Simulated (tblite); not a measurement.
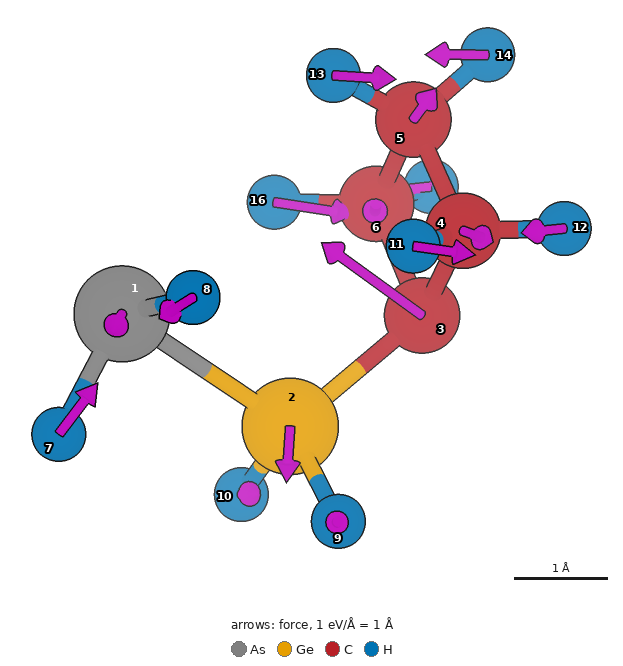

Starting geometry of C$_{4}$H$_{10}$AsGe (multiplicity 2) with the computed forces as purple arrows. The picture is a ball-and-stick view, seen from a free direction.

Computed with tblite, GFN2-xTB geometry optimisation, gas phase. 

Question: What follows when this structure is relaxed?

Answer: It isn't relaxed: the largest force vector, on a C atom, is 1.62 eV/Å. The final displacements have little in common with the starting forces (cosine between the two patterns 0.26). The largest moves after the best rigid fit, 0.88 Å, are those of As and H atoms. Largest moves by element: H 0.88 Å, As 0.87 Å, C 0.57 Å, Ge 0.18 Å. Some distances before and after: As–H 1.567 → 1.504 Å, Ge–H 1.558 → 1.518 Å, C–C 1.536 → 1.499 Å, C–Ge 1.947 → 1.913 Å. Bond angles that change, for instance: Ge–C–C 112.3° → 131.3°, Ge–C–C 113.1° → 130.6°, H–C–H 114.7° → 107.4°. Groups turn about As–Ge by about 30°. The energy falls by 0.457 eV in 104 geometry steps. Cost: 0.58 s on 1 thread of Arm Neoverse V2, on a shared host.
